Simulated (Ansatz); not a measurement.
# ZrH2 (Fm-3m): phonons and vibrational spectra

Wanted: phonon frequencies of ZrH2 (Fm-3m) and what follows from them.

Program: Ansatz 0.2.0. Level of theory: DFT PBEsol, scalar-relativistic, plane waves, norm-conserving pseudopotentials. Results are calculated unless marked as measured.

**1. The structure**

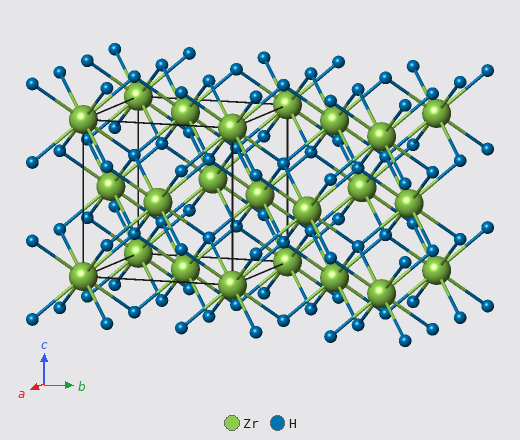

The cell as given, slightly off an axis (zirconium green, hydrogen blue). 1×2×1 cells are drawn. This picture shows the conventional cell, with its axes. Some periodic images of atoms are drawn too.

Coordinates:

```cif
data_structure
_symmetry_space_group_name_H-M 'P 1'
_symmetry_Int_Tables_number 1
_cell_length_a 3.4072
_cell_length_b 3.4072
_cell_length_c 3.4072
_cell_angle_alpha 60.000
_cell_angle_beta 60.000
_cell_angle_gamma 60.000
_cell_volume 27.97
loop_
_atom_site_label
_atom_site_type_symbol
_atom_site_fract_x
_atom_site_fract_y
_atom_site_fract_z
_atom_site_occupancy
Zr1 Zr 0.00000 0.00000 0.00000 1
H2 H 0.75000 0.75000 0.75000 1
H3 H 0.25000 0.25000 0.25000 1
```

**2. Relaxation**

The cell and atoms are relaxed, since residual forces and stress would shift the frequencies.

File input.yaml:

```yaml
crystal:
  lattice:
    - [0.0, 2.409225, 2.409225]
    - [2.409225, 0.0, 2.409225]
    - [2.409225, 2.409225, 0.0]
  atoms:
    - { symbol: Zr, position: [0.0, 0.0, 0.0] }
    - { symbol: H, position: [0.75, 0.75, 0.75] }
    - { symbol: H, position: [0.25, 0.25, 0.25] }
kpoints:
  mp_grid: { grid: [14, 14, 14] }
hamiltonian:
  xc: pbesol
  pseudopotentials: { kind: nc }
scf:
  occupations: { method: gaussian, width: 0.1 }
output:
  forces: true
  stress: true
  eigenvalues: true
relax:
  adjacent_minimum: "off"
  f_tol: 0.005
  max_steps: 80
  cell: { stress_tol: 0.05 }
```

The run is started by

```
$ ansatz run input.yaml --threads 4 --pin off --max-ram 7168MiB --backend cpu --events-out ev --progress --plain --runs-dir out
```

Numbers of over 12 decimals in the logs are rounded to 6 here.

The program printed:

```text
Engine: ansatz 0.2.0, aarch64-unknown-linux-gnu
Pseudopotentials: kind: nc
Pseudopotential: Zr, nc, valence charge 12, recommended cutoff 897.975746 eV (normal), Zr.nc.azcp (PseudoDojo's, or run here from an input of PseudoDojo's: the run reads no file of this project's for it)
Pseudopotential: H, nc, valence charge 1, recommended cutoff 979.609905 eV (normal), H.nc.azcp (PseudoDojo's, or run here from an input of PseudoDojo's: the run reads no file of this project's for it)
Functional definition: PBEsol
  exchange = pbesol_x
  correlation = pbesol_c
Crystal: 3 atoms, lattice volume = 27.968 Å³
Basis set: ecut = 979.609905 eV, 1917 PW (Γ), exchange–correlation on 72×72×72 points (8 copies of the dense FFT grid, shifted against one another)
Bands: 11, of which v1, the nominal top of the filled ones, is band 7 counted from 1 (6 counted from 0)
Symmetry: 48 space group operations
Space group: Fm-3m (ITA 225), of the structure as read, at distance tolerance 3.0e-5 Å
k-points: 104 of 2744
Non-local potential: Zr, projectors of the file, l = 0: 2, l = 1: 2, l = 2: 2
Non-local potential: H, projectors of the file, l = 0: 2, l = 1: 1
Initial density: superposition of atomic densities (chi_scale 0.1, normalization cell, long waves kept (reshape's long-wave potential 0.00 eV rms))
Initial wavefunctions: pseudopotential atomic-orbital guess
Functional: x = pbesol(κ = 0.804, μ = 0.123457), c = pbesol(β = 0.046)
SCF iter   1: F=—  HF=-1410.574173 eV  |F-HF|=—  |Δ(HF+E_count)|=         —  Δρ=7.23e-2  dr2=1.44e0  ethr=3.10e-3  ⟨swp⟩=6.0  Hψ=7499  notcnv=0
preconditioner: auto → none  [metal: Δε(μ)=0.018 eV  Ē_g=8.349 eV  σ=0.100 eV  W_gap=0.10  n_scr=8 (ndim 8)  ℏωp=17.2 eV  f_vac=0.000  D(μ)=1.61/eV (n_scr^D=14)  sad-step TF]
SCF iter   2: F=—  HF=-1410.161677 eV  |F-HF|=—  |Δ(HF+E_count)|=   4.12e-1  Δρ=3.71e-2  dr2=4.03e-1  ethr=3.10e-3  ⟨swp⟩=2.1  Hψ=2422  notcnv=0
SCF iter   3: F=—  HF=-1410.003468 eV  |F-HF|=—  |Δ(HF+E_count)|=   1.58e-1  Δρ=3.15e-3  dr2=7.10e-4  ethr=2.88e-3  ⟨swp⟩=2.1  Hψ=1907  notcnv=0
SCF iter   4: F=—  HF=-1410.003916 eV  |F-HF|=—  |Δ(HF+E_count)|=   4.48e-4  Δρ=4.20e-4  dr2=2.28e-5  ethr=5.07e-6  ⟨swp⟩=2.1  Hψ=2693  notcnv=0
SCF iter   5: F=—  HF=-1410.003916 eV  |F-HF|=—  |Δ(HF+E_count)|=   3.16e-8  Δρ=9.36e-5  dr2=7.69e-7  ethr=1.63e-7  ⟨swp⟩=2.9  Hψ=1932  notcnv=0
SCF iter   6: F=-1410.003916 eV  HF=-1410.003916 eV  |F-HF|=9.30e-9  |Δ(HF+E_count)|=   8.08e-8  Δρ=7.18e-6  dr2=1.23e-8  ethr=7.14e-10  ⟨swp⟩=8.1  Hψ=6915  notcnv=0
SCF 1 converged in 6 iterations: F = -1410.003916 eV  dr2 = 1.23e-8
relax step   1: F+E_penalty+E_count = -1410.00391619 eV  Δ(F+E_penalty+E_count) = +0.000e0 eV  max|allowed force component| = 4.096e-19 eV/Å  Δτ_max = 0.0000 Å  P = -4.566 GPa  Ω = 27.968 Å³  (6 SCF iters, dr2 threshold 1.00e-7 eV, accepted)
Crystal: 3 atoms, lattice volume = 25.151 Å³
Basis set: ecut = 979.609905 eV, 1807 PW (Γ), exchange–correlation on 72×72×72 points (8 copies of the dense FFT grid, shifted against one another)
Initial density: handed on by an earlier stage of this run
Initial wavefunctions: those handed on with the density
iter 1 solved again at ethr=1.88e-4 eV; its pass at ethr=3.10e-3 eV (dr2=2.64e-2 eV) is discarded
SCF iter   1: F=—  HF=-1409.963549 eV  |F-HF|=—  |Δ(HF+E_count)|=         —  Δρ=1.16e-2  dr2=2.68e-2  ethr=1.88e-4  ⟨swp⟩=1.0  Hψ=9450  notcnv=0
preconditioner: auto → none  [metal: Δε(μ)=0.016 eV  Ē_g=8.420 eV  σ=0.100 eV  W_gap=0.09  n_scr=8 (ndim 8)  ℏωp=18.1 eV  f_vac=0.000  D(μ)=1.48/eV (n_scr^D=14)]
SCF iter   2: F=—  HF=-1409.953711 eV  |F-HF|=—  |Δ(HF+E_count)|=   9.84e-3  Δρ=3.19e-3  dr2=1.81e-3  ethr=1.88e-4  ⟨swp⟩=2.2  Hψ=1435  notcnv=0
SCF iter   3: F=—  HF=-1409.953060 eV  |F-HF|=—  |Δ(HF+E_count)|=   6.51e-4  Δρ=4.99e-4  dr2=3.67e-5  ethr=1.29e-5  ⟨swp⟩=2.4  Hψ=1445  notcnv=0
SCF iter   4: F=—  HF=-1409.953052 eV  |F-HF|=—  |Δ(HF+E_count)|=   8.05e-6  Δρ=8.72e-5  dr2=8.00e-7  ethr=2.62e-7  ⟨swp⟩=2.8  Hψ=1883  notcnv=0
SCF iter   5: F=-1409.953052 eV  HF=-1409.953052 eV  |F-HF|=2.94e-8  |Δ(HF+E_count)|=   2.93e-7  Δρ=1.60e-5  dr2=3.88e-8  ethr=2.14e-9  ⟨swp⟩=7.8  Hψ=6603  notcnv=0
SCF 2 converged in 5 iterations: F = -1409.953052 eV  dr2 = 3.88e-8
relax step   2: F+E_penalty+E_count = -1409.95305184 eV  Δ(F+E_penalty+E_count) = +5.086e-2 eV  max|allowed force component| = 2.168e-18 eV/Å  Δτ_max = 0.0000 Å  P = +11.838 GPa  Ω = 25.151 Å³  energy of the carried Pulay correction = +6.733e-4 eV  (5 SCF iters, dr2 threshold 3.00e-7 eV, rejected (line search))
Crystal: 3 atoms, lattice volume = 27.123 Å³
iter 1 solved again at ethr=1.15e-4 eV; its pass at ethr=3.10e-3 eV (dr2=1.61e-2 eV) is discarded
SCF iter   1: F=—  HF=-1410.024232 eV  |F-HF|=—  |Δ(HF+E_count)|=         —  Δρ=8.57e-3  dr2=1.67e-2  ethr=1.15e-4  ⟨swp⟩=1.0  Hψ=9254  notcnv=0
preconditioner: auto → none  [metal: Δε(μ)=0.014 eV  Ē_g=7.807 eV  σ=0.100 eV  W_gap=0.08  n_scr=8 (ndim 8)  ℏωp=17.5 eV  f_vac=0.000  D(μ)=1.61/eV (n_scr^D=14)]
SCF iter   2: F=—  HF=-1410.018124 eV  |F-HF|=—  |Δ(HF+E_count)|=   6.11e-3  Δρ=2.27e-3  dr2=1.04e-3  ethr=1.15e-4  ⟨swp⟩=2.1  Hψ=1432  notcnv=0
SCF iter   3: F=—  HF=-1410.017757 eV  |F-HF|=—  |Δ(HF+E_count)|=   3.68e-4  Δρ=3.97e-4  dr2=2.70e-5  ethr=7.42e-6  ⟨swp⟩=2.6  Hψ=1704  notcnv=0
SCF iter   4: F=—  HF=-1410.017752 eV  |F-HF|=—  |Δ(HF+E_count)|=   5.01e-6  Δρ=6.95e-5  dr2=4.76e-7  ethr=1.93e-7  ⟨swp⟩=2.4  Hψ=1582  notcnv=0
SCF iter   5: F=—  HF=-1410.017753 eV  |F-HF|=—  |Δ(HF+E_count)|=   1.01e-6  Δρ=9.29e-6  dr2=7.96e-9  ethr=3.40e-9  ⟨swp⟩=2.5  Hψ=1875  notcnv=0
SCF iter   6: F=—  HF=-1410.017753 eV  |F-HF|=—  |Δ(HF+E_count)|=  9.11e-10  Δρ=1.54e-6  dr2=1.46e-10  ethr=5.68e-11  ⟨swp⟩=2.0  Hψ=1806  notcnv=0
SCF iter   7: F=-1410.017753 eV  HF=-1410.017753 eV  |F-HF|=9.09e-13  |Δ(HF+E_count)|=  2.36e-11  Δρ=9.82e-8  dr2=1.38e-12  ethr=1.00e-12  ⟨swp⟩=8.0  Hψ=7027  notcnv=0
SCF 3 converged in 7 iterations: F = -1410.017753 eV  dr2 = 1.38e-12
relax step   3: F+E_penalty+E_count = -1410.01775255 eV  Δ(F+E_penalty+E_count) = -1.384e-2 eV  max|allowed force component| = 4.192e-18 eV/Å  Δτ_max = 0.0000 Å  P = -0.499 GPa  Ω = 27.123 Å³  energy of the carried Pulay correction = +1.948e-4 eV  (7 SCF iters, accepted)
[...]
relax step   4: F+E_penalty+E_count = -1410.01792449 eV  Δ(F+E_penalty+E_count) = -1.719e-4 eV  max|allowed force component| = 6.361e-18 eV/Å  Δτ_max = 0.0000 Å  P = +0.026 GPa  Ω = 27.022 Å³  energy of the carried Pulay correction = +2.183e-4 eV  (3 SCF iters, dr2 threshold 3.00e-7 eV, accepted)
Initial wavefunctions: pseudopotential atomic-orbital guess (no wavefunctions were taken with the density)
iter 1 solved again at ethr=6.41e-8 eV; its pass at ethr=3.10e-3 eV (dr2=8.97e-6 eV) is discarded
SCF iter   1: F=—  HF=-1410.017723 eV  |F-HF|=—  |Δ(HF+E_count)|=         —  Δρ=4.28e-5  dr2=5.74e-8  ethr=6.41e-8  ⟨swp⟩=4.7  Hψ=11930  notcnv=0
preconditioner: auto → none  [metal: Δε(μ)=0.013 eV  Ē_g=7.891 eV  σ=0.100 eV  W_gap=0.07  n_scr=8 (ndim 8)  ℏωp=17.5 eV  f_vac=0.000  D(μ)=1.61/eV (n_scr^D=14)]
SCF iter   2: F=—  HF=-1410.017724 eV  |F-HF|=—  |Δ(HF+E_count)|=   1.16e-6  Δρ=2.13e-5  dr2=1.04e-8  ethr=4.10e-10  ⟨swp⟩=2.2  Hψ=1609  notcnv=0
SCF iter   3: F=—  HF=-1410.017724 eV  |F-HF|=—  |Δ(HF+E_count)|=   6.07e-8  Δρ=2.37e-6  dr2=1.15e-10  ethr=7.41e-11  ⟨swp⟩=2.0  Hψ=1408  notcnv=0
SCF iter   4: F=-1410.017724 eV  HF=-1410.017724 eV  |F-HF|=5.46e-12  |Δ(HF+E_count)|=  7.61e-10  Δρ=2.51e-7  dr2=1.10e-11  ethr=1.00e-12  ⟨swp⟩=8.9  Hψ=7187  notcnv=0
SCF 5 converged in 4 iterations: F = -1410.017724 eV  dr2 = 1.10e-11
relax step   5: F+E_penalty+E_count = -1410.01772422 eV  Δ(F+E_penalty+E_count) = +2.003e-4 eV  max|allowed force component| = 6.457e-18 eV/Å  Δτ_max = 0.0000 Å  P = +0.020 GPa  Ω = 27.022 Å³  stress off target by 2.05e-2 GPa  SCF on the basis re-selected at this cell (its energy is not comparable with the rows above)  (4 SCF iters)
basis re-selected at this cell: Δ(F+E_penalty+E_count) = +2.003e-4 eV, ΔP = -0.005 GPa vs the last step (what re-selecting the basis moved, of the pressure what is left beyond the Pulay correction that the steps carried, after the strain that the cell walked since its last selection, with what the two solves' SCF thresholds leave and, on support functions, any second-order correction that the steps lacked; it is no m [...]
SCF converged after 4 iterations
Free energy (F): -1410.017724 eV
Harris-Foulkes:  -1410.017724 eV  (|F-HF|=5.46e-12)
Internal energy: -1410.009688 eV  (E = F + TS)
E sigma→0 (E₀):  -1410.013706 eV
Entropy (-TS):   -0.008036 eV (-2.679 meV/atom)
Fermi energy:    13.176107 eV
--- Per-component energies (eV) ---
  E_band       = -103.384383
  E_kinetic    = 424.825137
  E_local      = -801.928879  (includes V_loc(G=0)·N_el)
  E_nonlocal   = 137.616152
  E_hartree    = 194.174838
  E_xc         = -291.471429
  E_vxc        = -252.246392  (∫ρ·V_xc dr)
  E_ewald      = -1073.225508
  E_smearing   = -0.008036  (= −TS)
  E_closure    = -0.000000  (closes the sum)
  Σ components = -1410.017724   (vs F -1410.017724, Δ=0.00e0)
--- Forces (eV/Å), atoms counted from 1 ---
  atom   1  Zr     0.00000000    -0.00000000     0.00000000
  atom   2  H     -0.00000000    -0.00000000    -0.00000000
  atom   3  H      0.00000000     0.00000000     0.00000000
  max |Σ_I F_I| component: 2.89e-19 eV/Å
--- Stress (GPa, compression-positive) ---
        0.020492      -0.000000      -0.000000
       -0.000000       0.020492      -0.000000
       -0.000000      -0.000000       0.020492
  P = ⅓ Tr σ = 0.0205 GPa (0.205 kbar)
--- Band table (eV; the first three rows and the last of 104) ---
  k-point 0: bands = [... 3 lower, -13.6807, 3.4394, 11.9251, 12.8317, 12.8317, 12.8317, 15.5270, 15.5270]
  k-point 1: bands = [... 3 lower, -13.6852, 3.5719, 10.9933, 12.9016, 12.9016, 13.9266, 15.4575, 15.4575]
  k-point 2: bands = [... 3 lower, -13.6979, 3.9459, 9.9262, 13.0744, 13.0744, 15.3223, 15.3223, 15.4520]
  k-point 103: bands = [... 3 lower, -13.9304, 7.2703, 7.7461, 10.7645, 14.4297, 17.2052, 18.3281, 18.9461]
--- Relaxed structure (4 steps of the walk, 3 accepted, 1 SCFs on fresh bases) ---
  F+E_penalty+E_count = -1410.01772422 eV   max|allowed force component| = 6.457e-18 eV/Å   (the final SCF, on the basis selected at the relaxed cell)
  cell:  # Å, volume = 27.0223 Å³
    - [0, 2.381756, 2.381756]
    - [2.381756, 0, 2.381756]
    - [2.381756, 2.381756, 0]
  atoms:
    - { symbol: Zr, position: [0, 0, 0] }
    - { symbol: H, position: [0.750000, 0.750000, 0.750000] }
    - { symbol: H, position: [0.25, 0.25, 0.25] }
```

Run time: 17 s. Hardware: 4 threads of Arm Neoverse N1, shared host; peak memory 0.4 GiB.

The steps of the relaxation:

| step | energy less that of the first step (eV) | largest force component (eV/Å) | pressure (GPa) | volume (Å³) |
| --- | --- | --- | --- | --- |
| 1 | 0.0000 | 0.0000 | -4.57 | 27.97 |
| 2 | 0.0509 | 0.0000 | 11.84 | 25.15 |
| 3 | -0.0138 | 0.0000 | -0.50 | 27.12 |
| 4 | -0.0140 | 0.0000 | 0.03 | 27.02 |
| 5* | -0.0138 | 0.0000 | 0.02 | 27.02 |

Relaxation steps marked * repeat the geometry before them on a plane-wave basis chosen anew for their cell, so energy and pressure can jump there. Relaxation step 2 was tried and not accepted.

The run keeps the 48 symmetry operations that it works with, so distortions that break them were not tested.

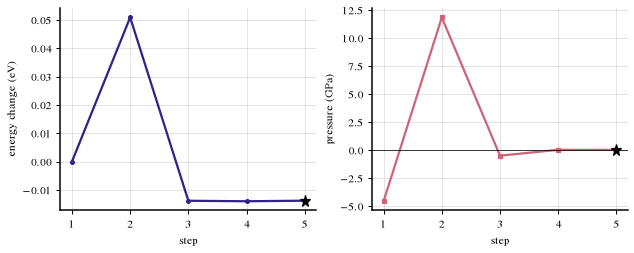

Energy and pressure along the relaxation. Stars mark steps on a basis chosen anew.

```
conventional cell, symmetrised  before  after  change
                         a (Å)   4.818  4.764  -1.1 %
                         b (Å)   4.818  4.764  -1.1 %
                         c (Å)   4.818  4.764  -1.1 %
              volume (Å³/atom)    9.32   9.01  -3.4 %
```

Final coordinates:

```xyz
3
Lattice="0.0000 2.3818 2.3818 2.3818 0.0000 2.3818 2.3818 2.3818 0.0000" Properties=species:S:1:pos:R:3 pbc="T T T"
Zr    0.0000    0.0000    0.0000
H     3.5726    3.5726    3.5726
H     1.1909    1.1909    1.1909
```

This step gave:

```
pressure          : 0.02049 GPa
volume per atom   : 9.007 Å³
gap on the k-mesh : 0 eV
```

In this step the volume went from 9.32 to 9.01 Å³/atom.

**3. Relaxing to small forces for the phonons**

Phonons need a cell at rest on their own settings, so the relaxation is repeated with tight tolerances on forces and stress on the k mesh and occupations of the first response run.

File input.yaml:

```yaml
crystal:
  lattice:
    - [0.0, 2.3817559003, 2.3817559003]
    - [2.3817559003, 0.0, 2.3817559003]
    - [2.3817559003, 2.3817559003, 0.0]
  atoms:
    - { symbol: Zr, position: [0.0, 0.0, 0.0] }
    - { symbol: H, position: [0.75, 0.75, 0.75] }
    - { symbol: H, position: [0.25, 0.25, 0.25] }
kpoints:
  mp_grid: { grid: [16, 16, 16] }
hamiltonian:
  xc: pbesol
  pseudopotentials: { kind: nc }
scf:
  occupations: { method: methfessel_paxton, width: 0.15 }
output:
  forces: true
  stress: true
  eigenvalues: true
relax:
  adjacent_minimum: "off"
  f_tol: 0.001
  max_steps: 60
  cell: { stress_tol: 0.01 }
```

The program printed:

```text
[...]
Crystal: 3 atoms, lattice volume = 27.022 Å³
Basis set: ecut = 979.609905 eV, 1893 PW (Γ), exchange–correlation on 72×72×72 points (8 copies of the dense FFT grid, shifted against one another)
Bands: 11, of which v1, the nominal top of the filled ones, is band 7 counted from 1 (6 counted from 0)
Symmetry: 48 space group operations
[...]
k-points: 145 of 4096
[...]
--- Relaxed structure (1 steps of the walk, 1 accepted, 1 SCFs on fresh bases) ---
[...]
cell:  # Å, volume = 27.0223 Å³
    - [0.0, 2.3817559003, 2.3817559003]
    - [2.3817559003, 0.0, 2.3817559003]
    - [2.3817559003, 2.3817559003, 0.0]
  atoms:
    - { symbol: Zr, position: [0.0, 0.0, 0.0] }
    - { symbol: H, position: [0.75, 0.75, 0.75] }
    - { symbol: H, position: [0.25, 0.25, 0.25] }
[key lines of the parts left out:]
SCF converged after 4 iterations
Free energy (F): -1410.014170 eV
Fermi energy:    13.179639 eV
P = ⅓ Tr σ = 0.0055 GPa (0.055 kbar)
```

The job ended after 11 s (4 threads; peak memory 0.42 GiB).

Little changed from the start: no atom moved by 0.005 Å and no cell edge by 0.1 %.

Numbers from this step:

```yaml
pressure: 0.005469 GPa
```

The forces vanish by symmetry and the pressure is 0.005 GPa, within the tolerances set. The cell now holds 9.01 Å³/atom.

[end of part 1 of 2]

[Logs are printed without paths, hosts, clocks, repeated set-up lines and the standing remarks that a program may print on its own settings, such as how far it seeks lower states.]

[Hosts, paths, dates, database ids (printed as entryN), source tags and the programs' standing remarks are cut or masked in the printed files.]
